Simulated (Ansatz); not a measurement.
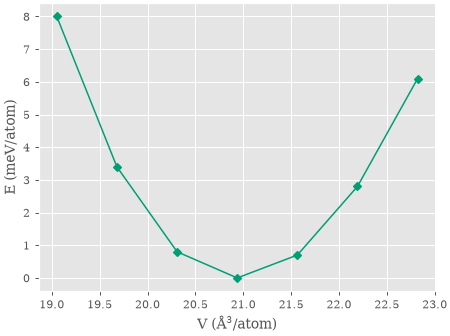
Fig. 1. Li (bcc (W type), space group No. 229) under volume change, DFT-r²SCAN+D4 in the program Ansatz with PAW potentials, scaled uniformly.

**Question.** What does a third-order Birch–Murnaghan fit give for V₀, B₀ and B′?

**Answer.** V₀ = 20.94 Å³/atom, B₀ = 13.2 GPa, B′ = 3.3.

Space group Im-3m (bcc (W type)). The cell was relaxed with r²SCAN+D4 under the symmetry of its start. The pairwise dispersion correction was not fitted to metals.

Potentials: the later of the program's two PAW sets.
